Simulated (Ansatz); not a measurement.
# BH₃: geometry relaxation

BH₃, SMILES B, computed with RKS PBE-D4/def2-SVP (Ansatz 0.2.0).

The geometry: force-field start. Figures and captions count atoms from 1; the log counts them from 0 in places.

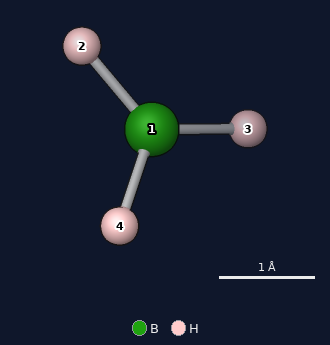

Fig. 1: The starting structure (ball-and-stick view, seen at a tilt; atoms are numbered from 1 in the order of the input). Bond lengths as drawn: B–H 1.15 to 1.21 Å.

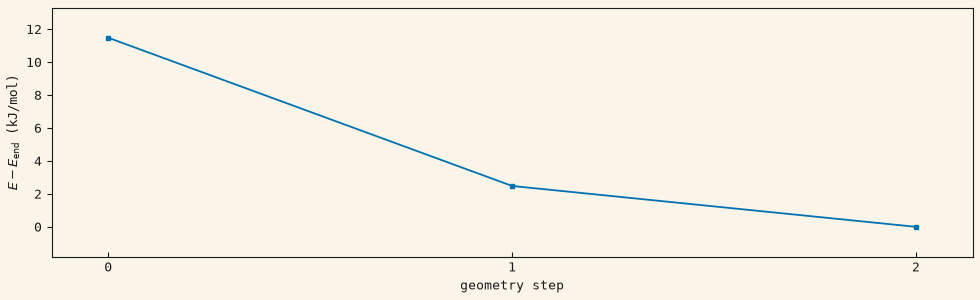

Fig. 2: Progress of the relaxation, step by step (the first geometry is step 0 here and step 1 in the log).

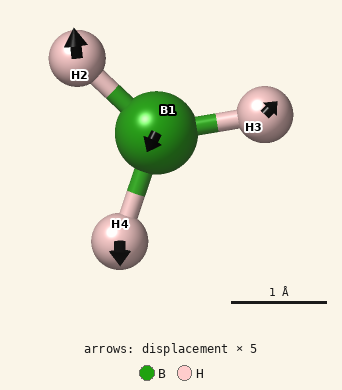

Fig. 3: The starting structure with the displacements as black arrows, magnified 5 times (ball-and-stick view, seen on its broad side). The two geometries are laid on each other by the best rigid fit. After 2 geometry steps the energy has fallen by 11.5 kJ/mol. Largest force component: 1.5 eV/Å at the start, 0.016 eV/Å at the end. H2 moves most after the best rigid fit: 0.066 Å. By element the largest moves are H 0.066 Å, B 0.046 Å. Among the contacts that change: B1–H2 1.149 → 1.215 Å, B1–H3 1.156 → 1.215 Å, B1–H4 1.210 → 1.215 Å. Among the angles that change: H2–B1–H3 127.0° → 120.2°, H2–B1–H4 114.7° → 119.9°. (Atoms are counted from 1 in the order of the input.)

The input and output of the run follow.

The input:
```yaml
crystal:
  periodic: [false, false, false]
  atoms:
    - {symbol: B, position_ang: [0.039200, -0.050700, 0.010800]}
    - {symbol: H, position_ang: [0.948000, 0.408700, 0.543500]}
    - {symbol: H, position_ang: [-0.293700, -1.157200, 0.032000]}
    - {symbol: H, position_ang: [-0.638000, 0.738900, -0.606600]}
basis:
  gaussian: {orbitals: def2-SVP}
hamiltonian: {xc: pbe, dispersion: d4}
relax: {f_tol: 0.03, max_steps: 200}
```

The program's output:
```
Functional definition: PBE
  name "PBE"
  cite "Perdew, Burke & Ernzerhof, Phys. Rev. Lett. 77, 3865 (1996) doi:10.1103/PhysRevLett.77.3865"
  parent pbe
  parameter kappa = 0.804
  parameter beta = 0.06672455060314922
  exchange = pbe_x(kappa = kappa, mu = beta*pi^2/3)
  correlation = pbe_c(beta = beta)
328 factors; their error is unknown
mean field evaluation 1: about -720.3878 eV, gradient 1.6e1 eV
mean field evaluation 2: about -720.8913 eV, gradient 1.3e1 eV
mean field evaluation 4: about -721.5367 eV, gradient 6.3e-2 eV
mean field evaluation 8: about -721.5278 eV, gradient 2.9e-4 eV
mean field -721.52778667 eV, -26.5156570910 hartree, gradient 7.8e-5 eV, S^2 0.000000; 0 other end points of the search recorded, 0 dependent functions left out
the calculation of the forces begins
reference -721.52781200 eV, -26.5156580217 hartree; 4, 4 occupied and 25, 25 virtual orbitals, 328 factors
relax step   1: F+E_penalty+E_count = -721.54453035 eV  Δ(F+E_penalty+E_count) = +0.000e0 eV  max|allowed force component| = 1.484e0 eV/Å  Δτ_max = 0.0000 Å  (18 SCF iters, accepted)
these checks for a lower state are left out or cut short: starts, cluster_reference, orbital_swaps, neighbouring_geometries, increment
328 factors; their error is unknown
mean field evaluation 16: about -721.6210 eV, gradient 9.1e-5 eV
mean field -721.62104725 eV, -26.5190843542 hartree, gradient 1.8e-5 eV, S^2 0.000000; 0 other end points of the search recorded, 0 dependent functions left out
the calculation of the forces begins
reference -721.62107270 eV, -26.5190852893 hartree; 4, 4 occupied and 25, 25 virtual orbitals, 328 factors
relax step   2: F+E_penalty+E_count = -721.63779876 eV  Δ(F+E_penalty+E_count) = -9.327e-2 eV  max|allowed force component| = 7.580e-1 eV/Å  Δτ_max = 0.0534 Å  (21 SCF iters, accepted)
these checks for a lower state are left out or cut short: starts, cluster_reference, orbital_swaps, neighbouring_geometries, increment
328 factors; their error is unknown
mean field -721.64675407 eV, -26.5200290625 hartree, gradient 7.5e-5 eV, S^2 0.000000; 0 other end points of the search recorded, 0 dependent functions left out
the calculation of the forces begins
reference -721.64677957 eV, -26.5200299995 hartree; 4, 4 occupied and 25, 25 virtual orbitals, 328 factors
relax step   3: F+E_penalty+E_count = -721.66351184 eV  Δ(F+E_penalty+E_count) = -2.571e-2 eV  max|allowed force component| = 1.576e-2 eV/Å  Δτ_max = 0.0426 Å  (19 SCF iters, accepted)
328 factors; their error is unknown
mean field evaluation 32: about -721.6468 eV, gradient 6.1e-4 eV
mean field -721.64675407 eV, -26.5200290625 hartree, gradient 7.5e-5 eV, S^2 0.000000; 1 other end points of the search recorded, 0 dependent functions left out
the calculation of the forces begins
reference -721.64677957 eV, -26.5200299995 hartree; 4, 4 occupied and 25, 25 virtual orbitals, 328 factors
Total energy: -721.66353733 eV, -26.5206458359 hartree
Atom 0 at     0.014122    -0.015449    -0.004514 Å, force    -0.001556     0.004712    -0.006511 eV/Å
Atom 1 at     0.999913     0.389902     0.578981 Å, force    -0.014842    -0.012310    -0.005991 eV/Å
Atom 2 at    -0.282261    -1.192851     0.043157 Å, force     0.009144     0.015765     0.004358 eV/Å
Atom 3 at    -0.676274     0.758097    -0.637924 Å, force     0.007254    -0.008166     0.008144 eV/Å
Dipole moment:     0.000013    -0.000090     0.000203 e Å
```

Key numbers:

```tsv
quantity	value
outcome	converged
total energy	−721.6635 eV
mean-field energy	−721.6468 eV
dispersion energy	−0.0168 eV
SCF solution under orbital rotations	stable
largest force (length of the vector) at the end	0.020 eV/Å
dipole moment	0.00 D
hardware	2 CPU threads, shared host
wall time	1 s (CPU time 1.6 s)
peak memory	0.09 GiB
```
